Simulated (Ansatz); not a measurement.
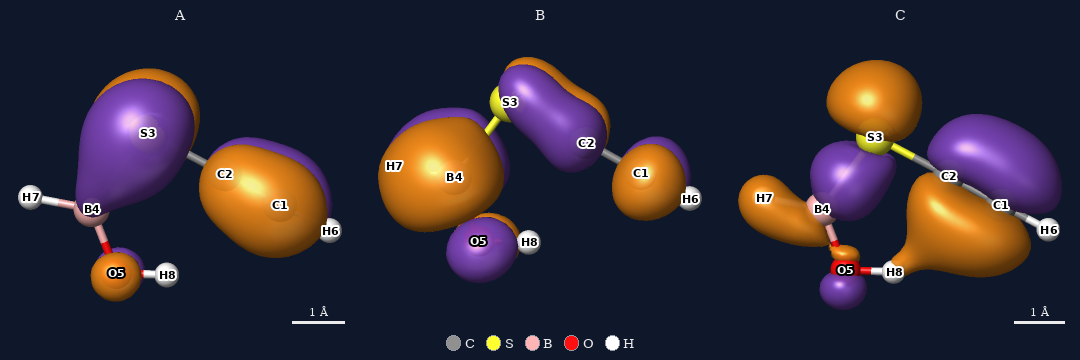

Figure 1: C2H3BOS (SMILES C#CSBO). Three frontier orbitals at ±0.1 Å⁻³ᐟ² (orange and purple are the two phases), in no order.

The calculation used RKS PBE0-D4/def2-SVP (Ansatz).

Input

```
crystal:
  periodic: [false, false, false]
  atoms:
    - { symbol: C, position_ang: [-0.17312, 1.51024, 1.34664] }
    - { symbol: C, position_ang: [0.57552, 0.67179, 0.92077] }
    - { symbol: S, position_ang: [1.50986, -0.56808, 0.23893] }
    - { symbol: B, position_ang: [0.29678, -1.18707, -0.96973] }
    - { symbol: O, position_ang: [-0.91393, -0.68115, -1.11083] }
    - { symbol: H, position_ang: [-0.75564, 2.27961, 1.7581] }
    - { symbol: H, position_ang: [0.6314, -2.07802, -1.64338] }
    - { symbol: H, position_ang: [-1.17087, 0.05267, -0.5405] }
basis:
  gaussian: { orbitals: def2-SVP }
hamiltonian:
  xc: pbe0
  dispersion: d4
relax:
  f_tol: 0.015
  max_steps: 40
output:
  orbitals: {}
```

Command:

```sh
ansatz run input.yaml --threads 1 --pin off --max-ram 2048MiB --backend cpu --events-out ev --progress --plain --runs-dir out
```

The fields are those of the relaxed geometry.

Question: Order the three orbitals by energy and name them.

Answer: C is the HOMO−1 (−8.35 eV). It lies mainly on C1 (about 35 %), C2 (about 25 %), S3 (about 25 %) and B4 (about 10 %); it is symmetric in the molecular plane (an in-plane orbital: σ, lone-pair or in-plane π type). A is the HOMO (−7.33 eV). By Hirshfeld shares it lies mainly on S3 (about 45 %), C1 (about 30 %) and C2 (about 15 %); it changes sign across the molecular plane (π type); π-bonding across C1–C2; π-antibonding (a node) across C2–S3. B is the LUMO (−0.35 eV). Its weight (Hirshfeld) is mainly on B4 (about 45 %), O5 (about 15 %), S3 (about 15 %), C1 (about 10 %), C2 (about 10 %) and H7 (about 5 %); it changes sign across the molecular plane (π type); π-bonding across C2–S3; π-antibonding (a node) across C1–C2.

Question: What is the HOMO–LUMO gap?

Answer: 6.98 eV between the orbital energies.
